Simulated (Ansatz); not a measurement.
# Loss of H2: GeH2(SH)2 → Ge(SH)2 + H2

Species: GeH2(SH)2, singlet; Ge(SH)2, singlet; H2 (hydrogen), singlet. This is a balance of energies; it says nothing on the path, which may need atoms to shift.

Shapes, held fixed at every level: PBE0-D4/def2-TZVP. Flexible molecules stand in one conformer, not always the lowest. Programs: Ansatz 0.2.0. Electronic energies: no zero-point or thermal term.

```json
{"level": "HF/def2-TZVPP", "kind": "Hartree–Fock", "ΔE (kJ/mol)": "+74.1", "less CCSD(T)/def2-TZVPP": "+5.3", "CPU time (sum over the molecules)": "–"}
{"level": "B3LYP-D4/def2-TZVPP", "kind": "global hybrid", "ΔE (kJ/mol)": "+36.5", "less CCSD(T)/def2-TZVPP": "-32.3", "CPU time (sum over the molecules)": "15 s"}
{"level": "PBE0-D4/def2-TZVPP", "kind": "global hybrid", "ΔE (kJ/mol)": "+62.3", "less CCSD(T)/def2-TZVPP": "-6.5", "CPU time (sum over the molecules)": "11 s"}
{"level": "wB97M-V/def2-TZVPP", "kind": "range-separated hybrid", "ΔE (kJ/mol)": "+55.0", "less CCSD(T)/def2-TZVPP": "-13.8", "CPU time (sum over the molecules)": "39 s"}
{"level": "wB97X-V/def2-TZVPP", "kind": "range-separated hybrid", "ΔE (kJ/mol)": "+73.3", "less CCSD(T)/def2-TZVPP": "+4.5", "CPU time (sum over the molecules)": "28 s"}
{"level": "CCSD/def2-TZVPP", "kind": "coupled cluster or CI", "ΔE (kJ/mol)": "+73.8", "less CCSD(T)/def2-TZVPP": "+5.0", "CPU time (sum over the molecules)": "–"}
{"level": "CCSD(T)/def2-TZVPP", "kind": "coupled cluster or CI", "ΔE (kJ/mol)": "+68.8", "less CCSD(T)/def2-TZVPP": "0.0", "CPU time (sum over the molecules)": "2.2 min"}
```

The highest level, CCSD(T)/def2-TZVPP, gives ΔE = +68.8 kJ/mol; the levels span +36.5 to +74.1. The column of differences is taken from that level and isn't an error. No measured value is set beside it here. Relativity is left out for Ge. Outer-core shells of Ge are correlated, in sets that cover them unevenly. Times are processor times on shared x86 and Arm servers, and rough.

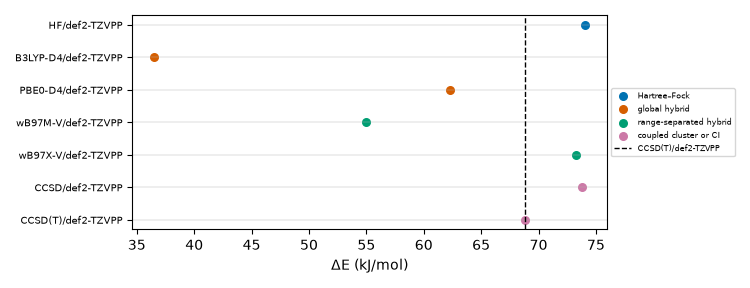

The values of the table, level by level.
